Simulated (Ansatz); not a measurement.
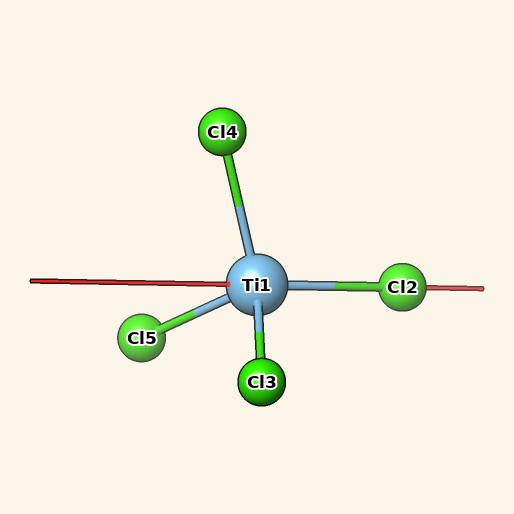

A line through the centre of mass is drawn in. Depth is shown by fading: the farther an atom, the more it takes the colour of the background. Charge 0, singlet. The geometry was computed by an optimisation with PBE0-D4/def2-TZVP.

> Is the line a proper rotation axis of the structure, and of what order?

Yes, a C3 axis. A turn by 120° leaves Ti1, Cl2 in place and moves Cl3 → Cl5 → Cl4 → Cl3. The point group is Td.
